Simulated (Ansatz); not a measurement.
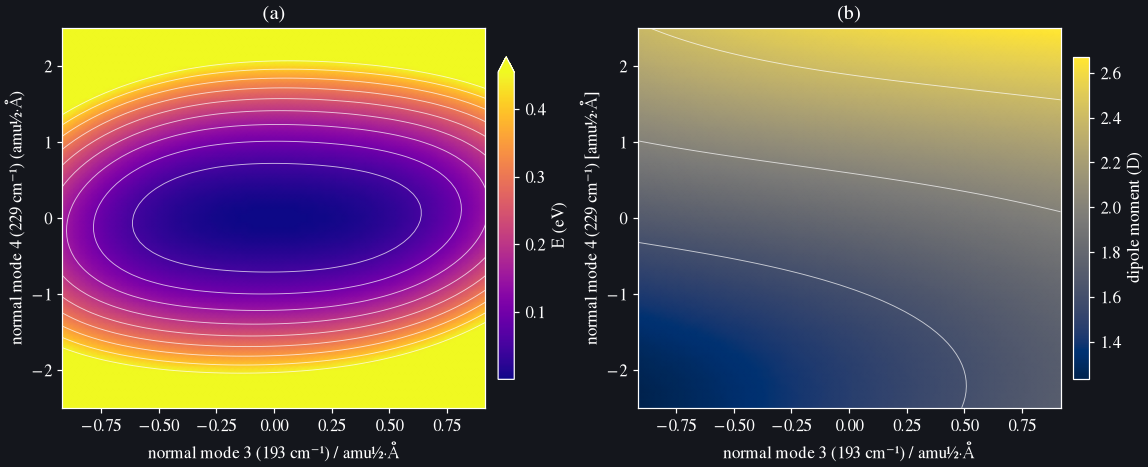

BrF2HSSi, SMILES F[Si](F)(S)Br. First axis: normal mode 3 (193 cm⁻¹). Second axis: normal mode 4 (229 cm⁻¹). Nothing is relaxed (straight displacements along the two mass-weighted modes). The scan uses a 13 × 13 grid. Points are written as (first, second). Energies: eV, counted from the relaxed molecule at the same level. Computed with Ansatz 0.2.0, RKS PBE0-D4/def2-SVP.

Panel (a) is the energy and panel (b) the computed dipole moment on the same grid.

The picture shows a smooth colour map with a few white contour lines, one colour for all values above the top of the scale. Between grid points the surface is interpolated.

How does the dipole moment vary over the map, and what is it at the lowest grid point?

Leaving out the highest fifth of the energies, it runs from 1.28 D at (−0.765 amu½·Å, −2.08 amu½·Å) to 2.54 D at (0.765 amu½·Å, 2.08 amu½·Å). At the lowest grid point, (0.000 amu½·Å, 0.00 amu½·Å), it is 1.82 D.
